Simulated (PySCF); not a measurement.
**C3H7BO: NMR shifts at several levels of theory**

How much do the NMR shifts of C3H7BO (`BC(=C)OC`) depend on the level of theory, and what does each level cost?

Computed with PySCF 2.14.0, with density-fitted response routines of our own, on a single molecule in the gas phase. Atoms are numbered from 0 throughout.

### 1 Starting geometry

12 atoms, charge 0, multiplicity 1; geometry from: PBE0-D3(BJ)/def2-SVP.

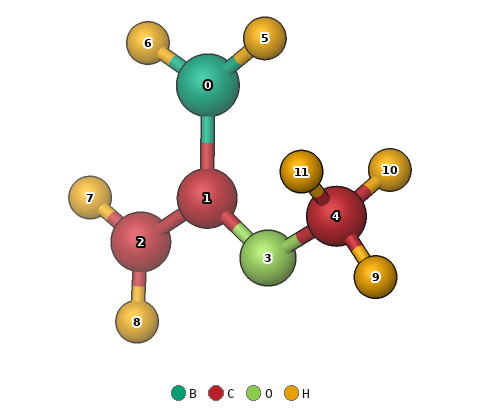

The starting geometry (boron teal, carbon red, oxygen green, hydrogen amber), atoms numbered; sticks join atoms by distance.

### 2 NMR shieldings: PBE0/pcSseg-2

The job: settings as JSON, then the geometry in Å.

```
{"job": {"kind": "nmr", "xc": "PBE0", "basis": "pcSseg-2", "pop": false}, "charge": 0, "multiplicity": 1}
B      0.552873     1.034368     0.971869
C      0.573914    -0.224268     0.071378
C      1.762958    -0.853413    -0.099369
O     -0.499718    -0.765113    -0.555756
C     -1.743206    -0.134664    -0.427809
H     -0.448745     1.659355     1.222154
H      1.603137     1.393982     1.444346
H      2.658978    -0.462009     0.380750
H      1.844304    -1.756644    -0.713917
H     -2.451968    -0.711264    -1.037717
H     -2.100567    -0.124614     0.617029
H     -1.723072     0.905917    -0.796206
```

Method: GIAO PBE0/pcSseg-2 NMR shielding, non-relativistic, gas phase.

Command:

```sh
> OMP_NUM_THREADS=1 python probes_run.py task.json out
```

The driver reads the jobs from task.json and runs them one after another.

Log:

```text
coarse grid: 9776 points
cycle   1  E = -218.3105184683  dE =  4.020e-01  |g| = 4.923e-01  |ddm| = 2.183e+00
cycle   2  E = -218.2659230058  dE =  4.460e-02  |g| = 7.049e-01  |ddm| = 7.767e-01
cycle   3  E = -218.3555243096  dE = -8.960e-02  |g| = 9.874e-02  |ddm| = 5.033e-01
cycle   4  E = -218.3571405144  dE = -1.616e-03  |g| = 3.662e-02  |ddm| = 6.677e-02
cycle   5  E = -218.3574039481  dE = -2.634e-04  |g| = 1.768e-02  |ddm| = 3.193e-02
cycle   6  E = -218.3574950554  dE = -9.111e-05  |g| = 3.160e-03  |ddm| = 1.327e-02
cycle   7  E = -218.3574974317  dE = -2.376e-06  |g| = 7.238e-04  |ddm| = 2.394e-03
final grid: 93648 points
cycle   8  E = -218.3593589840  dE = -8.944e-05  |g| = 9.722e-03  |ddm| = 5.056e-02
cycle   9  E = -218.3593418499  dE =  1.713e-05  |g| = 1.378e-02  |ddm| = 1.197e-02
cycle  10  E = -218.3593778688  dE = -3.602e-05  |g| = 1.926e-03  |ddm| = 6.920e-03
cycle  11  E = -218.3593787220  dE = -8.532e-07  |g| = 3.845e-04  |ddm| = 1.441e-03
cycle  12  E = -218.3593787475  dE = -2.547e-08  |g| = 2.250e-04  |ddm| = 3.738e-04
cycle  13  E = -218.3593787595  dE = -1.204e-08  |g| = 4.059e-05  |ddm| = 1.530e-04
cycle  14  E = -218.3593787600  dE = -4.805e-10  |g| = 8.780e-06  |ddm| = 3.666e-05
converged SCF energy = -218.3593787600

GIAO shielding tensors (ppm)
atom      isotropic    diamagn.    paramagn.     s11        s22        s33       span
  0 B       28.580     195.152    -166.571    -29.069     -9.933    124.742    153.811
  1 C       -2.095     252.754    -254.849   -106.830     -6.978    107.524    214.354
  2 C       39.767     254.317    -214.551    -61.922     40.827    140.395    202.317
  3 O      223.842     388.988    -165.146     97.551    281.604    292.371    194.820
  4 C      123.705     241.714    -118.009     98.976    101.198    170.941     71.965
  5 H       24.303      30.504      -6.201     18.249     26.322     28.337     10.089
  6 H       24.855      30.139      -5.284     19.568     26.935     28.061      8.493
  7 H       25.419      30.712      -5.293     22.990     24.641     28.625      5.635
  8 H       24.978      30.708      -5.729     21.690     24.796     28.448      6.758
  9 H       27.436      28.500      -1.064     23.870     26.332     32.105      8.235
 10 H       27.565      30.233      -2.667     24.777     25.148     32.771      7.994
 11 H       27.637      30.474      -2.837     24.857     25.273     32.781      7.925
```

Run time: 28 s. Hardware: 1 thread of Arm Neoverse V2, shared host; peak memory 1 GiB.

The references, computed at this level on geometries of the same kind, shield at (ppm): ¹H TMS 31.25, ¹³C TMS 184.1, ¹⁷O H2O 328.2, ¹¹B BF3·OEt2 99.1. Their shielding less the atom's gives the shift. The references are single molecules in the gas phase, so shifts against H2O, NH3, PH3, H3PO4 or CFCl3 are not on the usual liquid scales and can be off by tens of ppm. Atoms listed in one row are averaged.

```csv
atoms,environment,σ (ppm),δ (ppm)
C1,alkene carbon bearing oxygen,-2.1,186.2
C2,β carbon of an enol-ether or enamine type C=C,39.8,144.4
C4,methyl carbon bonded to O,123.7,60.4
"H5, H6",hydrogen on a boron bonded to C,24.58,6.67
H8,hydrogen on a β carbon of an enol-ether or enamine type C=C,24.98,6.27
H7,hydrogen on a β carbon of an enol-ether or enamine type C=C,25.42,5.83
"H9, H10, H11",hydrogen on a methyl carbon bonded to O,27.55,3.70
B0,"boron bonded to C, 2 H",28.6,70.5
O3,ether oxygen,223.8,104.3
```

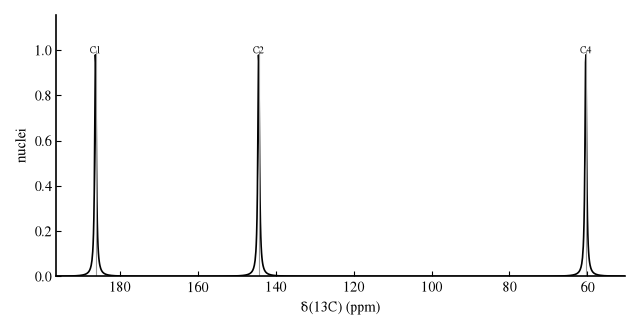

¹³C lines at the computed shifts, without couplings. Lines are broadened to a width of 0.50 ppm (Lorentzian).

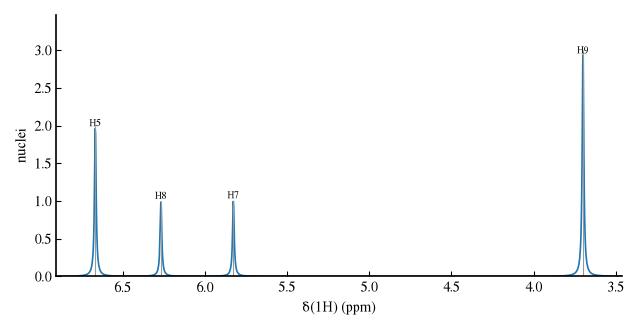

¹H lines at the computed shifts, without couplings. Lines are broadened to a width of 0.01 ppm (Lorentzian).

### 3 NMR shieldings: mPW1PW91/pcSseg-2

Same as in step 2 but for these lines:

```diff
@@ -1,2 +1,2 @@
-{"job": {"kind": "nmr", "xc": "PBE0", "basis": "pcSseg-2", "pop": false}, "charge": 0, "multiplicity": 1}
+{"job": {"kind": "nmr", "xc": "mPW1PW91", "basis": "pcSseg-2", "pop": false}, "charge": 0, "multiplicity": 1}
 B      0.552873     1.034368     0.971869
```

With the program's defaults for keys left out, this is: GIAO mPW1PW91/pcSseg-2 NMR shielding, non-relativistic, gas phase.

Log:

```text
coarse grid: 9776 points
cycle   1  E = -218.5187120666  dE =  4.016e-01  |g| = 5.079e-01  |ddm| = 2.173e+00
cycle   2  E = -218.4697571265  dE =  4.895e-02  |g| = 7.315e-01  |ddm| = 8.040e-01
cycle   3  E = -218.5660634307  dE = -9.631e-02  |g| = 9.988e-02  |ddm| = 5.296e-01
cycle   4  E = -218.5677069051  dE = -1.643e-03  |g| = 3.783e-02  |ddm| = 6.717e-02
cycle   5  E = -218.5679921124  dE = -2.852e-04  |g| = 1.801e-02  |ddm| = 3.266e-02
cycle   6  E = -218.5680867252  dE = -9.461e-05  |g| = 3.201e-03  |ddm| = 1.348e-02
cycle   7  E = -218.5680891677  dE = -2.442e-06  |g| = 7.369e-04  |ddm| = 2.446e-03
final grid: 93648 points
cycle   8  E = -218.5702172228  dE = -8.768e-05  |g| = 7.019e-03  |ddm| = 5.187e-02
cycle   9  E = -218.5702107273  dE =  6.496e-06  |g| = 9.304e-03  |ddm| = 9.180e-03
cycle  10  E = -218.5702276356  dE = -1.691e-05  |g| = 1.420e-03  |ddm| = 4.761e-03
cycle  11  E = -218.5702280547  dE = -4.191e-07  |g| = 3.733e-04  |ddm| = 1.111e-03
cycle  12  E = -218.5702280813  dE = -2.665e-08  |g| = 1.918e-04  |ddm| = 3.506e-04
cycle  13  E = -218.5702280899  dE = -8.621e-09  |g| = 3.777e-05  |ddm| = 1.291e-04
cycle  14  E = -218.5702280904  dE = -4.063e-10  |g| = 7.294e-06  |ddm| = 3.239e-05
converged SCF energy = -218.5702280904

GIAO shielding tensors (ppm)
atom      isotropic    diamagn.    paramagn.     s11        s22        s33       span
  0 B       29.242     195.689    -166.447    -27.499     -9.062    124.288    151.787
  1 C       -2.604     252.499    -255.103   -107.621     -7.133    106.942    214.564
  2 C       39.203     254.586    -215.382    -63.232     40.819    140.024    203.255
  3 O      223.783     388.888    -165.105     98.375    280.887    292.088    193.713
  4 C      123.111     241.952    -118.841     98.466    100.613    170.254     71.788
  5 H       24.417      30.635      -6.218     18.435     26.391     28.425      9.990
  6 H       24.956      30.163      -5.207     19.741     26.993     28.136      8.395
  7 H       25.478      30.735      -5.257     23.032     24.715     28.687      5.654
  8 H       25.049      30.739      -5.690     21.749     24.858     28.540      6.791
  9 H       27.501      28.505      -1.004     23.947     26.387     32.169      8.222
 10 H       27.622      30.232      -2.610     24.857     25.205     32.805      7.948
 11 H       27.693      30.481      -2.787     24.938     25.326     32.816      7.878
```

Run time: 28 s. Hardware: 1 thread of Arm Neoverse V2, shared host; peak memory 1 GiB.

Key values: δ C1 186.1, C2 144.3, C4 60.4, B0 69.9, H5 6.61, H8 6.24 ppm (means over like atoms).

### 4 Nuclear shieldings: WP04/pcSseg-2

Same as in step 3 but for these lines:

```diff
@@ -1,2 +1,2 @@
-{"job": {"kind": "nmr", "xc": "mPW1PW91", "basis": "pcSseg-2", "pop": false}, "charge": 0, "multiplicity": 1}
+{"job": {"kind": "nmr", "xc": "WP04", "basis": "pcSseg-2", "pop": false}, "charge": 0, "multiplicity": 1}
 B      0.552873     1.034368     0.971869
```

Method: GIAO WP04/pcSseg-2 NMR shielding, non-relativistic, gas phase.

Log:

```text
coarse grid: 9776 points
cycle   1  E = -223.7962568096  dE =  3.284e-01  |g| = 8.170e-01  |ddm| = 2.095e+00
cycle   2  E = -223.5385135523  dE =  2.577e-01  |g| = 1.395e+00  |ddm| = 1.456e+00
cycle   3  E = -223.9128009415  dE = -3.743e-01  |g| = 2.126e-01  |ddm| = 1.128e+00
cycle   4  E = -223.9201036581  dE = -7.303e-03  |g| = 9.447e-02  |ddm| = 1.614e-01
cycle   5  E = -223.9216908865  dE = -1.587e-03  |g| = 5.369e-02  |ddm| = 8.710e-02
cycle   6  E = -223.9225552117  dE = -8.643e-04  |g| = 9.519e-03  |ddm| = 3.959e-02
cycle   7  E = -223.9225768508  dE = -2.164e-05  |g| = 2.304e-03  |ddm| = 7.093e-03
cycle   8  E = -223.9225782959  dE = -1.445e-06  |g| = 4.962e-04  |ddm| = 1.989e-03
final grid: 93648 points
cycle   9  E = -223.9303840635  dE = -1.596e-04  |g| = 8.514e-03  |ddm| = 6.766e-02
cycle  10  E = -223.9303689486  dE =  1.511e-05  |g| = 1.206e-02  |ddm| = 1.219e-02
cycle  11  E = -223.9303989847  dE = -3.004e-05  |g| = 2.702e-03  |ddm| = 7.016e-03
cycle  12  E = -223.9304005994  dE = -1.615e-06  |g| = 8.071e-04  |ddm| = 2.053e-03
cycle  13  E = -223.9304007342  dE = -1.348e-07  |g| = 4.152e-04  |ddm| = 6.708e-04
cycle  14  E = -223.9304007719  dE = -3.766e-08  |g| = 7.549e-05  |ddm| = 2.626e-04
cycle  15  E = -223.9304007735  dE = -1.653e-09  |g| = 1.309e-05  |ddm| = 6.417e-05
cycle  16  E = -223.9304007736  dE = -4.576e-11  |g| = 3.738e-06  |ddm| = 1.254e-05
converged SCF energy = -223.9304007736

GIAO shielding tensors (ppm)
atom      isotropic    diamagn.    paramagn.     s11        s22        s33       span
  0 B       28.098     194.564    -166.466    -22.652     -7.897    114.842    137.494
  1 C      -12.322     250.580    -262.903   -115.224    -15.834     94.091    209.315
  2 C       30.887     254.232    -223.344    -74.488     35.518    131.631    206.119
  3 O      211.365     389.475    -178.110     99.079    263.239    271.777    172.698
  4 C      110.843     240.406    -129.562     86.078     87.710    158.742     72.665
  5 H       25.690      31.515      -5.825     20.341     27.266     29.462      9.121
  6 H       26.148      30.983      -4.836     21.597     27.747     29.098      7.502
  7 H       26.044      30.952      -4.908     23.628     25.344     29.161      5.534
  8 H       25.707      31.008      -5.300     22.456     25.425     29.241      6.786
  9 H       28.000      28.672      -0.672     24.646     26.835     32.519      7.872
 10 H       28.036      30.322      -2.285     25.552     25.670     32.887      7.335
 11 H       28.101      30.588      -2.487     25.615     25.788     32.901      7.287
```

Run time: 29 s. Hardware: 1 thread of Arm Neoverse V2, shared host; peak memory 1 GiB.

Key values: δ C1 184.4, C2 141.2, C4 61.3, B0 66.1, H8 5.90, H5 5.69 ppm (means over like atoms).

### 5 Shielding tensors: B97-2/pcSseg-2

Same as in step 4 but for these lines:

```diff
@@ -1,2 +1,2 @@
-{"job": {"kind": "nmr", "xc": "WP04", "basis": "pcSseg-2", "pop": false}, "charge": 0, "multiplicity": 1}
+{"job": {"kind": "nmr", "xc": "B97-2", "basis": "pcSseg-2", "pop": false}, "charge": 0, "multiplicity": 1}
 B      0.552873     1.034368     0.971869
```

With the program's defaults for keys left out, this is: GIAO B97-2/pcSseg-2 NMR shielding, non-relativistic, gas phase.

Log:

```text
coarse grid: 9776 points
cycle   1  E = -218.4933538025  dE =  3.801e-01  |g| = 5.210e-01  |ddm| = 2.186e+00
cycle   2  E = -218.4315623320  dE =  6.179e-02  |g| = 7.795e-01  |ddm| = 8.530e-01
cycle   3  E = -218.5432914643  dE = -1.117e-01  |g| = 1.069e-01  |ddm| = 5.781e-01
cycle   4  E = -218.5451819445  dE = -1.890e-03  |g| = 4.333e-02  |ddm| = 7.585e-02
cycle   5  E = -218.5455686813  dE = -3.867e-04  |g| = 2.019e-02  |ddm| = 3.753e-02
cycle   6  E = -218.5456907013  dE = -1.220e-04  |g| = 3.514e-03  |ddm| = 1.537e-02
cycle   7  E = -218.5456936418  dE = -2.941e-06  |g| = 8.656e-04  |ddm| = 2.758e-03
final grid: 93648 points
cycle   8  E = -218.5477139817  dE = -1.121e-04  |g| = 4.689e-03  |ddm| = 5.869e-02
cycle   9  E = -218.5477110487  dE =  2.933e-06  |g| = 6.388e-03  |ddm| = 6.841e-03
cycle  10  E = -218.5477186423  dE = -7.594e-06  |g| = 8.231e-04  |ddm| = 3.233e-03
cycle  11  E = -218.5477187569  dE = -1.146e-07  |g| = 3.522e-04  |ddm| = 8.307e-04
cycle  12  E = -218.5477187815  dE = -2.457e-08  |g| = 1.442e-04  |ddm| = 3.079e-04
cycle  13  E = -218.5477187863  dE = -4.811e-09  |g| = 4.190e-05  |ddm| = 1.038e-04
cycle  14  E = -218.5477187868  dE = -4.961e-10  |g| = 5.717e-06  |ddm| = 3.062e-05
converged SCF energy = -218.5477187868

GIAO shielding tensors (ppm)
atom      isotropic    diamagn.    paramagn.     s11        s22        s33       span
  0 B       33.544     195.689    -162.146    -20.442     -3.241    124.314    144.756
  1 C        1.350     253.438    -252.088    -99.748     -3.493    107.293    207.041
  2 C       42.986     254.634    -211.648    -56.620     45.116    140.462    197.083
  3 O      223.215     389.641    -166.426    100.677    278.911    290.057    189.380
  4 C      123.351     242.039    -118.688     98.903    101.041    170.108     71.205
  5 H       24.626      30.832      -6.206     18.842     26.522     28.514      9.671
  6 H       25.174      30.271      -5.097     20.150     27.130     28.243      8.093
  7 H       25.602      30.746      -5.144     23.233     24.818     28.756      5.524
  8 H       25.173      30.800      -5.627     21.967     24.967     28.585      6.617
  9 H       27.575      28.447      -0.872     24.047     26.452     32.225      8.178
 10 H       27.684      30.358      -2.674     24.951     25.267     32.833      7.882
 11 H       27.754      30.631      -2.877     25.028     25.391     32.843      7.815
```

Wall time 28 s (1 thread of Arm Neoverse V2, shared host); peak memory 1 GiB.

This run: δ C1 182.1, C2 140.5, C4 60.1, B0 66.6, H5 6.46, H8 6.19 ppm (means over like atoms).

### 6 Shielding tensors: BHandHLYP/pcSseg-2

Same as in step 5 but for these lines:

```diff
@@ -1,2 +1,2 @@
-{"job": {"kind": "nmr", "xc": "B97-2", "basis": "pcSseg-2", "pop": false}, "charge": 0, "multiplicity": 1}
+{"job": {"kind": "nmr", "xc": "BHandHLYP", "basis": "pcSseg-2", "pop": false}, "charge": 0, "multiplicity": 1}
 B      0.552873     1.034368     0.971869
```

Level: GIAO BHandHLYP/pcSseg-2 NMR shielding, non-relativistic, gas phase.

Log:

```text
coarse grid: 9776 points
cycle   1  E = -218.4482736869  dE =  5.096e-01  |g| = 4.833e-01  |ddm| = 2.154e+00
cycle   2  E = -218.4501849304  dE = -1.911e-03  |g| = 5.105e-01  |ddm| = 5.632e-01
cycle   3  E = -218.4941735885  dE = -4.399e-02  |g| = 6.658e-02  |ddm| = 3.068e-01
cycle   4  E = -218.4949166741  dE = -7.431e-04  |g| = 2.169e-02  |ddm| = 4.020e-02
cycle   5  E = -218.4950090372  dE = -9.236e-05  |g| = 9.612e-03  |ddm| = 1.936e-02
cycle   6  E = -218.4950333624  dE = -2.433e-05  |g| = 1.101e-03  |ddm| = 6.313e-03
cycle   7  E = -218.4950337048  dE = -3.424e-07  |g| = 3.787e-04  |ddm| = 1.155e-03
final grid: 93648 points
cycle   8  E = -218.4998965184  dE = -3.648e-05  |g| = 2.686e-03  |ddm| = 2.909e-02
cycle   9  E = -218.4998972559  dE = -7.375e-07  |g| = 2.065e-03  |ddm| = 3.719e-03
cycle  10  E = -218.4998982909  dE = -1.035e-06  |g| = 2.573e-04  |ddm| = 1.420e-03
cycle  11  E = -218.4998982989  dE = -7.961e-09  |g| = 2.015e-04  |ddm| = 2.773e-04
cycle  12  E = -218.4998983076  dE = -8.714e-09  |g| = 2.459e-05  |ddm| = 1.283e-04
cycle  13  E = -218.4998983077  dE = -1.590e-10  |g| = 9.552e-06  |ddm| = 2.301e-05
converged SCF energy = -218.4998983077

GIAO shielding tensors (ppm)
atom      isotropic    diamagn.    paramagn.     s11        s22        s33       span
  0 B       33.778     193.065    -159.287    -20.123     -3.165    124.623    144.746
  1 C       -2.337     251.650    -253.987   -116.372     -1.777    111.138    227.510
  2 C       39.222     252.504    -213.281    -71.354     47.566    141.456    212.810
  3 O      241.094     389.400    -148.306    123.687    298.163    301.432    177.745
  4 C      125.227     238.180    -112.954    102.134    103.377    170.169     68.035
  5 H       24.843      30.382      -5.539     19.338     26.488     28.702      9.364
  6 H       25.376      30.151      -4.775     20.560     27.041     28.528      7.968
  7 H       25.708      30.867      -5.158     23.193     24.819     29.112      5.918
  8 H       25.180      30.815      -5.635     21.867     24.826     28.846      6.980
  9 H       27.687      28.722      -1.035     24.013     26.550     32.498      8.485
 10 H       27.842      30.186      -2.344     25.066     25.415     33.045      7.978
 11 H       27.914      30.382      -2.468     25.168     25.517     33.056      7.888
```

Run time: 27 s. Hardware: 1 thread of Arm Neoverse V2, shared host; peak memory 1 GiB.

In short: δ C1 186.6, C2 145.0, C4 59.0, B0 69.8, H5 6.34, H8 6.27 ppm (means over like atoms).

### 7 Nuclear shieldings: CAM-B3LYP/pcSseg-2

Same as in step 6 but for these lines:

```diff
@@ -1,2 +1,2 @@
-{"job": {"kind": "nmr", "xc": "BHandHLYP", "basis": "pcSseg-2", "pop": false}, "charge": 0, "multiplicity": 1}
+{"job": {"kind": "nmr", "xc": "CAM-B3LYP", "basis": "pcSseg-2", "pop": false}, "charge": 0, "multiplicity": 1}
 B      0.552873     1.034368     0.971869
```

With the program's defaults for keys left out, this is: GIAO CAM-B3LYP/pcSseg-2 NMR shielding, non-relativistic, gas phase.

Log:

```text
coarse grid: 9776 points
cycle   1  E = -218.4596014941  dE =  4.970e-01  |g| = 5.291e-01  |ddm| = 2.154e+00
cycle   2  E = -218.4399271753  dE =  1.967e-02  |g| = 6.562e-01  |ddm| = 6.555e-01
cycle   3  E = -218.5110652354  dE = -7.114e-02  |g| = 6.606e-02  |ddm| = 3.744e-01
cycle   4  E = -218.5117419376  dE = -6.767e-04  |g| = 2.618e-02  |ddm| = 4.159e-02
cycle   5  E = -218.5118829547  dE = -1.410e-04  |g| = 1.076e-02  |ddm| = 2.265e-02
cycle   6  E = -218.5119127719  dE = -2.982e-05  |g| = 1.529e-03  |ddm| = 7.378e-03
cycle   7  E = -218.5119133770  dE = -6.051e-07  |g| = 4.849e-04  |ddm| = 1.480e-03
final grid: 93648 points
cycle   8  E = -218.5185735243  dE = -5.858e-05  |g| = 3.751e-03  |ddm| = 3.058e-02
cycle   9  E = -218.5185745097  dE = -9.853e-07  |g| = 3.211e-03  |ddm| = 4.887e-03
cycle  10  E = -218.5185768499  dE = -2.340e-06  |g| = 4.473e-04  |ddm| = 2.018e-03
cycle  11  E = -218.5185768683  dE = -1.844e-08  |g| = 3.314e-04  |ddm| = 4.091e-04
cycle  12  E = -218.5185768894  dE = -2.102e-08  |g| = 3.004e-05  |ddm| = 2.030e-04
cycle  13  E = -218.5185768896  dE = -2.598e-10  |g| = 1.248e-05  |ddm| = 3.423e-05
converged SCF energy = -218.5185768896

GIAO shielding tensors (ppm)
atom      isotropic    diamagn.    paramagn.     s11        s22        s33       span
  0 B       24.053     192.619    -168.566    -35.093    -15.899    123.151    158.244
  1 C       -7.349     250.175    -257.524   -118.270     -9.726    105.951    224.221
  2 C       36.189     251.923    -215.734    -70.944     41.139    138.373    209.317
  3 O      232.468     388.587    -156.119    110.976    291.151    295.278    184.302
  4 C      121.673     237.989    -116.316     97.167     98.631    169.223     72.056
  5 H       24.413      30.074      -5.661     18.338     26.399     28.503     10.165
  6 H       24.980      30.196      -5.216     19.652     26.964     28.325      8.672
  7 H       25.578      30.959      -5.381     23.104     24.800     28.832      5.727
  8 H       25.046      30.678      -5.632     21.715     24.869     28.553      6.838
  9 H       27.465      28.905      -1.440     23.889     26.392     32.114      8.225
 10 H       27.611      29.992      -2.381     24.817     25.226     32.788      7.971
 11 H       27.682      30.135      -2.453     24.902     25.346     32.800      7.898
```

Run time: 37 s. Hardware: 1 thread of Arm Neoverse V2, shared host; peak memory 1.2 GiB.

This run: δ C1 189.9, C2 146.4, C4 60.9, B0 73.8, H5 6.64, H8 6.29 ppm (means over like atoms).

[end of part 1 of 2]
